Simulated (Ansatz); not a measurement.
TiSi2 (Fddd): Drude plasma energy along x against volume

The cell of TiSi2 (Fddd) is scaled evenly and the response computed anew at each volume, on one mesh. The atoms keep their fractional positions. x, y and z are the Cartesian axes of the input cell.

Cell: a, b, c = 5.926, 4.884, 4.760 Å (primitive vectors), 6 atoms.

Method: Ansatz 0.2.0, PBE, independent particles, k-mesh 10×10×10 with interpolation inside its cells, Gaussian parameter 0.1 eV.

Launch of the response step: `ansatz run input.yaml --threads 4 --pin off --max-ram 8192MiB --backend cpu --events-out ev --progress --plain --runs-dir out`. The series took 10.2 min in all, on 4 threads of Arm Neoverse V2, with other jobs on the host.

| V/V₀ | V (Å³, primitive cell) | Drude plasma energy along x (eV) |
| --- | --- | --- |
| 0.94 | 78.74 | 5.403 |
| 0.96 | 80.41 | 5.347 |
| 0.98 | 82.09 | 5.292 |
| 1.00 | 83.76 | 5.237 |
| 1.02 | 85.44 | 5.183 |
| 1.04 | 87.11 | 5.130 |
| 1.06 | 88.79 | ? |

For small changes the quantity should be close to linear in ln V.

Working, on the rows shown:

| x = ln(V/V₀) | y = Drude plasma energy along x |
| --- | --- |
| -0.0618754 | 5.403 |
| -0.040822 | 5.347 |
| -0.0202027 | 5.292 |
| 0 | 5.237 |
| 0.0198026 | 5.183 |
| 0.0392207 | 5.13 |

Means: x̄ = -0.010646, ȳ = 5.2653. Σ(x − x̄)(y − ȳ) = -0.01933, Σ(x − x̄)² = 0.007154. Slope = -0.01933 / 0.007154 = -2.702; intercept = ȳ − slope · x̄ = 5.2366. The line misses the rows shown by at most 0.00084 eV.

**Question.** Predict the last column of the withheld row from the fit.

**Answer.** At x = 0.058269 the line gives y = 5.0791 eV. The run gave 5.078 eV, so the extrapolation is off by 0.0011 eV, 0.3 % of the range in the table.

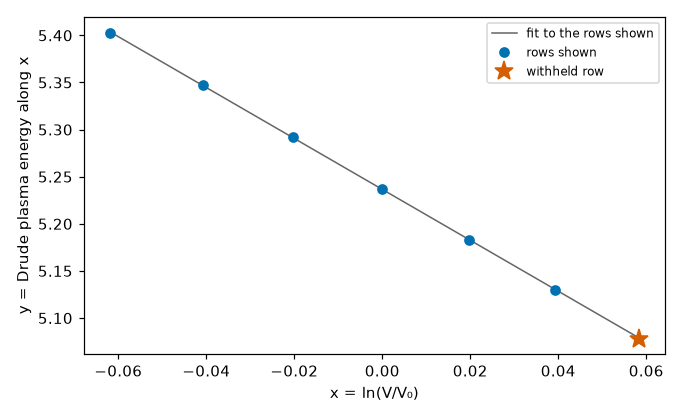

Between the rows on either side of x = 0 the slope is (5.183 − 5.292) / (0.019803 − (-0.020203)) = -2.725. So d ln ωp/d ln V = -0.52; free electrons would give −0.50. The cell comes from an older database entry, whose edges can be off by a per cent or so. The values come from a sum over the points of one k-mesh and carry its error, which is largest for Fermi-surface quantities.
